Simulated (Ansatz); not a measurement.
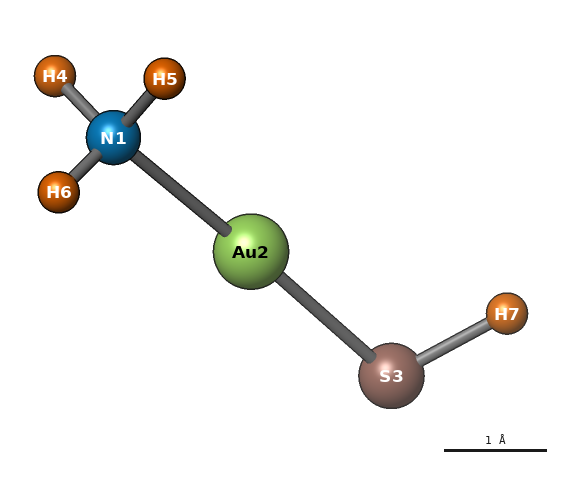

Figure made from data computed with Ansatz.

Numbered structure. The species is neutral and a spin singlet. Geometry: moved along internal coordinates away from the minimum.

Describe the coordination of atom 1.

N1 has 4 neighbours (Au2 at 2.13, H4 at 1.01, H5 at 1.01, H6 at 0.89 Å); the arrangement is tetrahedral.

Describe the coordination of atom 3.

S3 has 2 neighbours (Au2 at 2.25, H7 at 1.34 Å); the arrangement is bent.

What is the geometry at Au2?

Au2 has 2 neighbours (N1 at 2.13, S3 at 2.25 Å); the arrangement is linear.
